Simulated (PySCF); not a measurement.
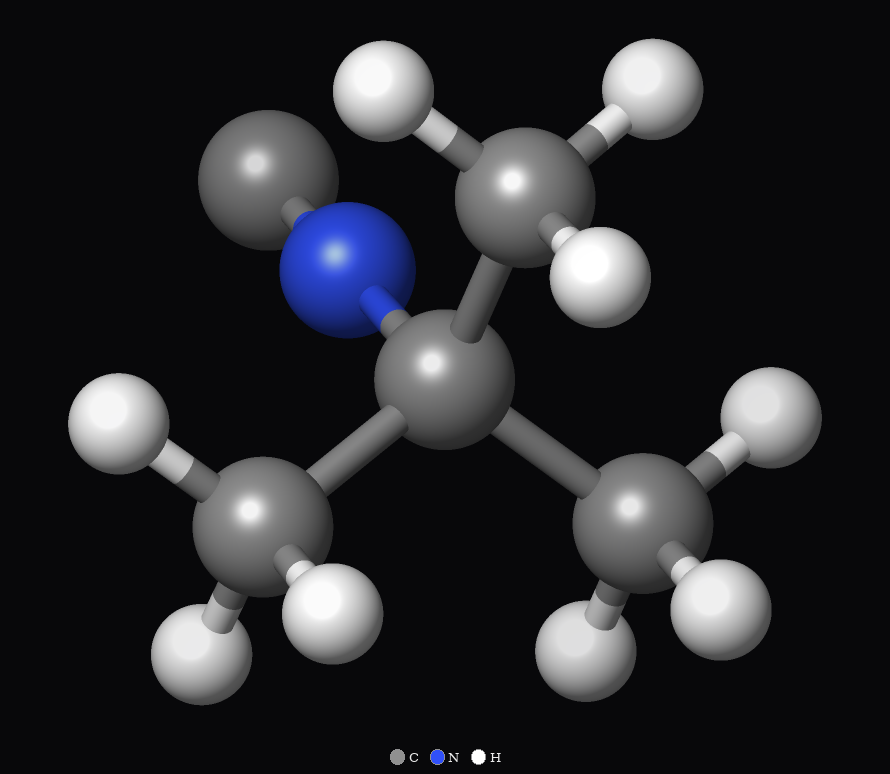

A ball-and-stick model of a molecule. Every bond is drawn as one stick, whatever its order.

Computed geometry: PBE0-D3(BJ)/def2-SVP optimisation. No frequency run is at hand to confirm it as a minimum.

Description:

The molecule is C5H9N. Its SMILES string is `[C-]#[N+]C(C)(C)C`. It has no ring. The point group is C3v. Coordination: 1 N linear; 4 C tetrahedral.

More results for the same structure follow; atom numbers are the same in all pictures, views and colours differ.

### Shape

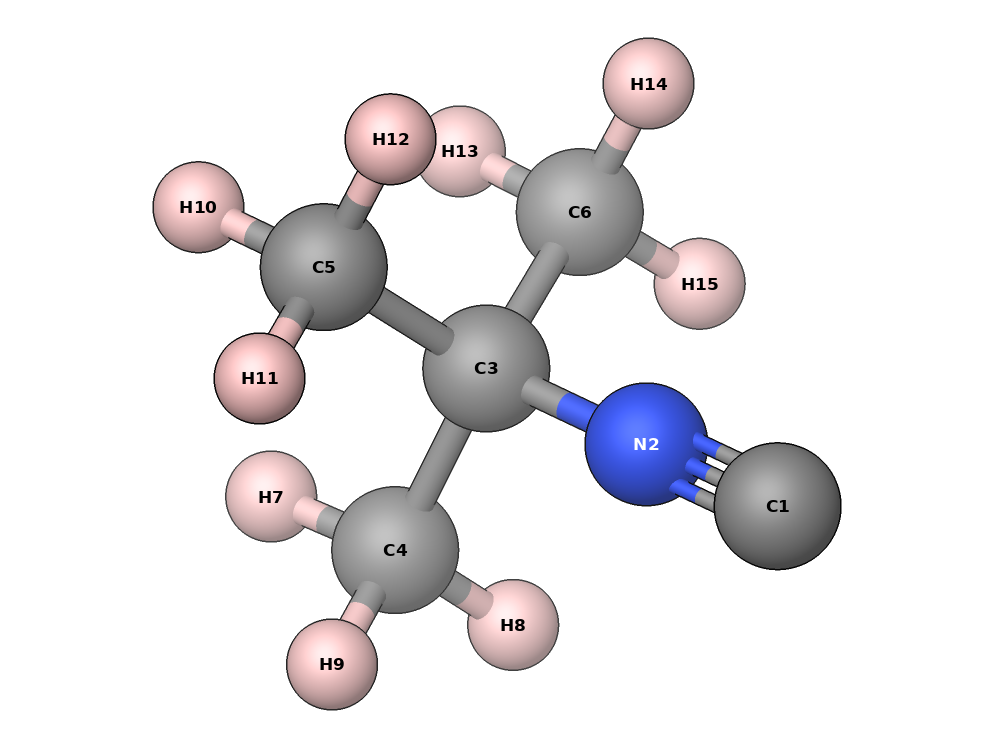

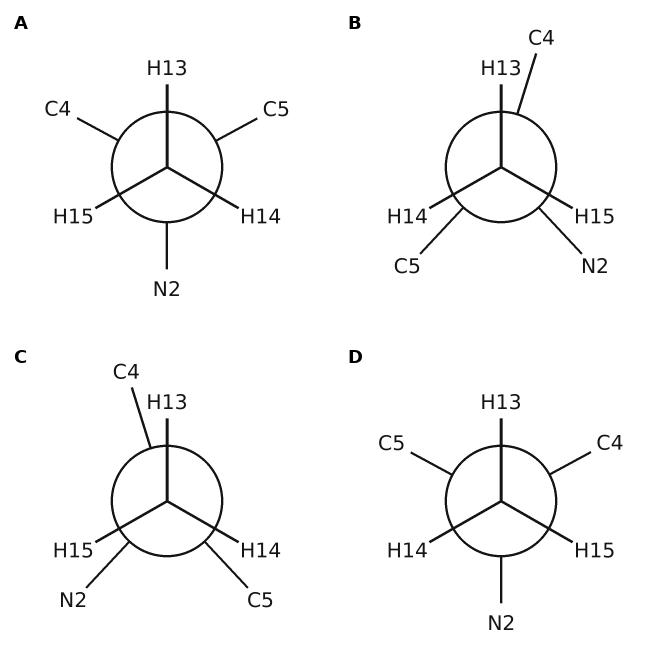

Atoms fade into the background with distance from the viewer. Bonds that would overlap in a projection are set slightly apart. No frequency run is at hand to confirm it as a minimum.

Which Newman projection shows the view along C6–C3, with C6 in front?

Answer. D. The torsion angle H13–C6–C3–N2 is 180°, antiperiplanar (anti).

### NMR shielding

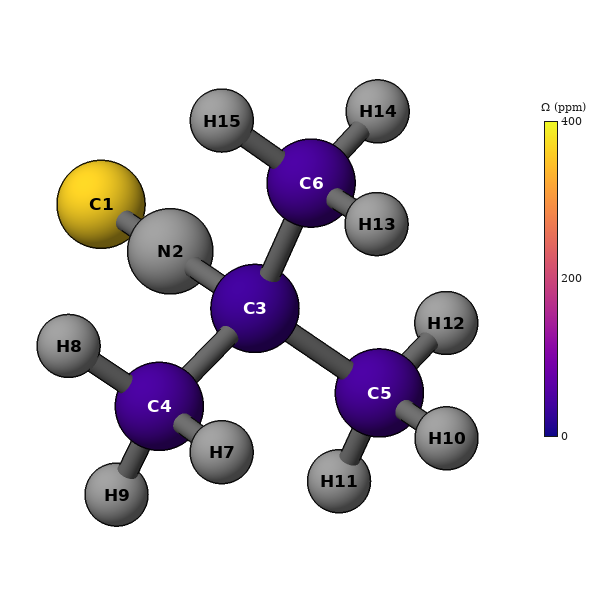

The C atoms are coloured by the span of their shielding tensor. No frequency run is at hand to confirm it as a minimum. Method: GIAO PBE0/pcSseg-1 NMR shielding, non-relativistic, gas phase (PySCF 2.14.0). Principal shieldings σ11 ≤ σ22 ≤ σ33, span Ω = σ33 − σ11, skew κ = 3(σiso − σ22)/Ω.

Which C atom has the most anisotropic shielding?

Answer. C1, with a span of 363 ppm.

Give the shielding tensors of the C atoms.

```tsv
atom	σ11	σ22	σ33	σiso	Ω	κ
C1	−115.1	−115.1	248.2	6.0	363.3	1.00
C3	120.2	120.2	162.2	134.2	42.1	1.00
C4, C5, C6	133.9	137.5	182.7	151.4	48.8	0.85
```

Shieldings and span in ppm.

### Electronic properties

No frequency run is at hand to confirm it as a minimum. Method: B3LYP/pcJ-1, gas phase (PySCF 2.14.0).

Estimate the HOMO energy (Kohn–Sham orbital).

Answer. −8.14 eV.

What is the HOMO–LUMO gap?

Answer. 8.92 eV.

What is the dipole moment?

Answer. 3.88 D.

### Spin–spin coupling

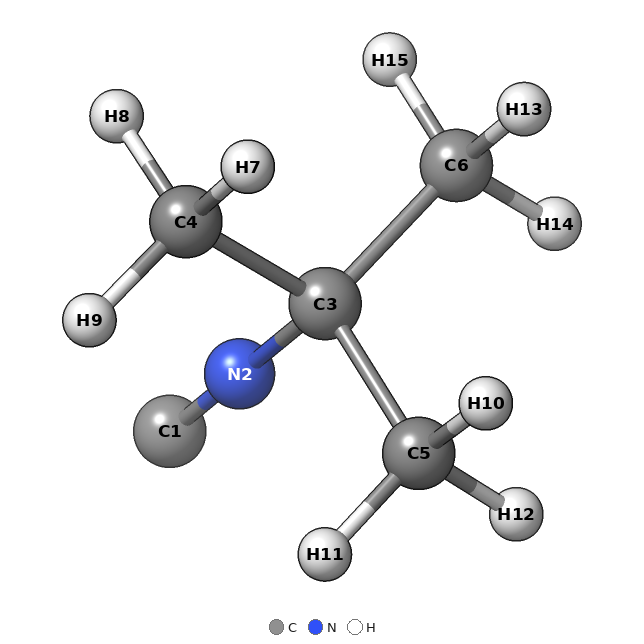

No frequency run is at hand to confirm it as a minimum. Method: B3LYP/pcJ-1 indirect spin-spin coupling, non-relativistic, gas phase (PySCF 2.14.0). Isotopes: 13C, 1H, 15N.

Give the spin–spin coupling constants of these pairs, with the number of bonds between them: C1/N2, N2/C3, N2/H10, N2/H9, N2/H12, N2/H14, N2/H7, N2/H8, N2/H15, N2/H11.

```
   pair  bonds apart  J (Hz)
 C1, N2            1    −7.4
 N2, C3            1   −11.3
N2, H10            3    −5.9
 N2, H9            3    −1.2
N2, H12            3    −1.2
N2, H14            3    −1.1
 N2, H7            3    −5.9
 N2, H8            3    −1.2
N2, H15            3    −1.2
N2, H11            3    −1.2
```

### Quadrupole coupling

No frequency run is at hand to confirm it as a minimum. Electric field gradients from the ground-state density, B3LYP/pcJ-1 (PySCF 2.14.0), non-relativistic apart from any core potentials.

Give the largest field-gradient component, the quadrupole coupling constant and the asymmetry for 14N at N2 (Q = 20.44 mb), 2H at H7 (Q = 2.86 mb), 2H at H8 (Q = 2.86 mb).

```tsv
atom	V_zz (a.u.)	e²qQ/h (MHz)	η
N2	0.103	0.494	0.00
H7	0.281	0.189	0.05
H8	0.280	0.188	0.04
```
